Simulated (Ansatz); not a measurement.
## Electronic structure of CH$_{6}$NOSi (SMILES N=C[SiH2][OH2+]) (charge +1) in real space

The calculation's input:

```
crystal:
  periodic: [false, false, false]
  atoms:
    - { symbol: "N", position_ang: [-0.48364, 1.94634, 1.31731] }
    - { symbol: C, position_ang: [0.17811, 1.13403, 0.6374] }
    - { symbol: Si, position_ang: [-0.38322, -0.05301, -0.76725] }
    - { symbol: O, position_ang: [-1.60605, 1.14853, -1.62386] }
    - { symbol: H, position_ang: [-1.48402, 2.03518, 1.15655] }
    - { symbol: H, position_ang: [1.24661, 1.11768, 0.87231] }
    - { symbol: H, position_ang: [-1.37974, -1.05113, -0.42806] }
    - { symbol: H, position_ang: [0.5465, -0.30121, -1.85813] }
    - { symbol: H, position_ang: [-2.29571, 0.84305, -2.23314] }
    - { symbol: H, position_ang: [-1.4066, 2.0858, -1.77433] }
total_charge: 1
basis:
  gaussian: { orbitals: "6-31G*" }
hamiltonian:
  xc: pbe0
  dispersion: d4
relax:
  f_tol: 0.015
  max_steps: 40
output:
  orbitals: {}
```

Command:

```sh
ansatz run input.yaml --threads 1 --pin off --max-ram 2048MiB --backend cpu --events-out ev --progress --plain --runs-dir out
```

The fields are those of the relaxed geometry.

The calculation used RKS PBE0-D4/6-31G* (Ansatz).

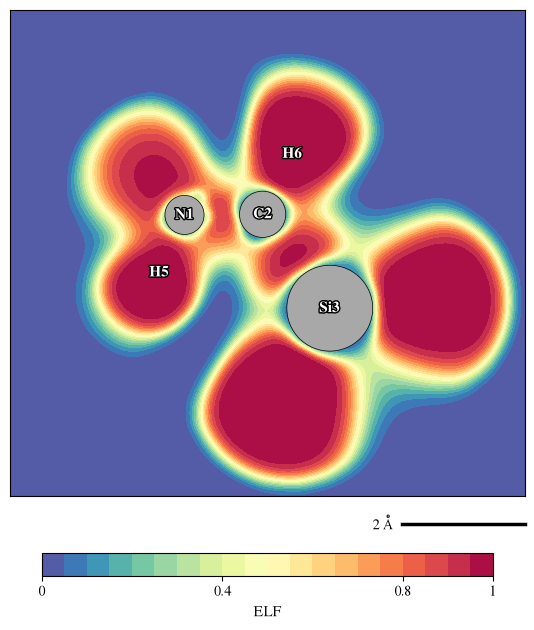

Figure 1. ELF on the plane of atoms Si3, C2 and H6. Grey discs cover the atomic cores.

> What does the map show?

- Atoms in the plane: N, C, Si and H.
- C–N (1.27 Å): the ELF peaks at about 0.90 between the atoms; localised, covalent bonding.
- C–Si (1.88 Å): the ELF peaks at about 0.95 between the atoms; a shared electron pair.
- N–H (1.03 Å): the ELF climbs to about 1 towards the hydrogen, as it does in any bond to H: a covalent bond by its length.
- C–H (1.10 Å): the ELF climbs to about 1 towards the hydrogen (an ordinary covalent bond to hydrogen).
- The ELF also peaks beside N1, away from the bonds: lone-pair regions.

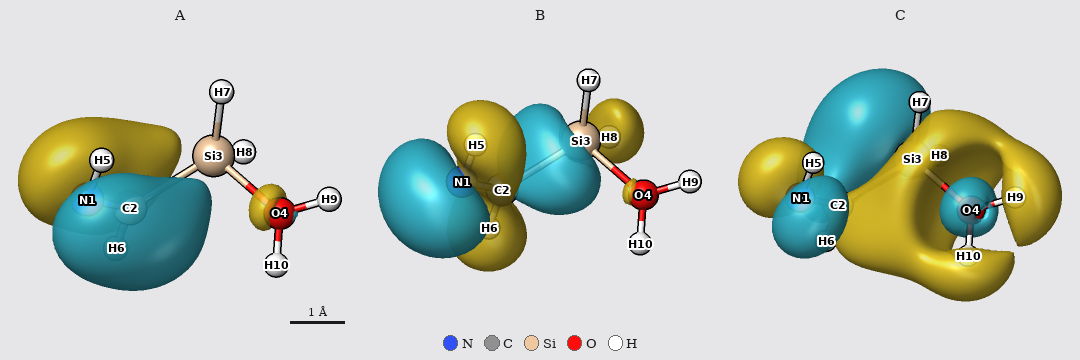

Figure 2. Three frontier orbitals at ±0.08 Å⁻³ᐟ² (yellow and cyan are the two phases), in no order.

> Which picture is the HOMO−1, the HOMO and the LUMO?

A is the HOMO−1 (−14.37 eV). Its weight (Hirshfeld) is mainly on N1 (about 45 %) and C2 (about 40 %); π-bonding across N1–C2. B is the HOMO (−11.97 eV). By Hirshfeld shares it lies mainly on N1 (about 60 %), C2 (about 15 %), Si3 (about 10 %) and H5 (about 5 %). C is the LUMO (−6.86 eV). By Hirshfeld shares it lies mainly on Si3 (about 35 %), N1 (about 20 %), C2 (about 15 %) and O4 (about 10 %).

> What is the HOMO–LUMO gap?

5.11 eV between the orbital energies.
